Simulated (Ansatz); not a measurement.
We consider cubic perovskite SrTiO3 (cubic form, which distorts at low temperature), described by Hartree–Fock in Ansatz (plane waves, PAW).

Run with plane-wave cutoff 460 eV, 6×6×6 k mesh, Fermi–Dirac smearing 0.01 eV, no spin polarisation, scalar-relativistic PAW data made under PBE.

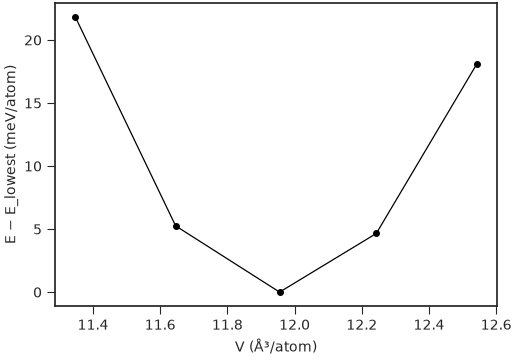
Figure: Total energy against volume

Problem. From the curve, estimate the equilibrium volume and the bulk modulus.

Solution. V0 ≈ 11.9 Å³/atom and B0 ≈ 210 GPa; the fit gives V0 = 11.947 Å³/atom, B0 = 213 GPa, B′ = 4.1.

Measured, for comparison: bulk modulus 172 GPa (room temperature, no zero-point or thermal correction, Murnaghan fit, our sources range from 165 to 179; as tabulated in Guennou et al. (2010), arXiv:0910.0710); equilibrium volume per atom 11.77 Å³/atom (0 K, cubic phase extrapolated to 0 K; as tabulated in Bilc et al. (2008), arXiv:0805.0753). Computed (rounded) less measured: bulk modulus +24 % (+19 % to +29 % over the range), equilibrium volume per atom +1.5 %.

Note: the relaxation could not lower the start's symmetry, so the cell can be a saddle point above a distorted one.

The computed numbers hold no vibrational or temperature effects.

Computing time: very roughly 15 core-minutes.

Ansatz is a first-principles code.
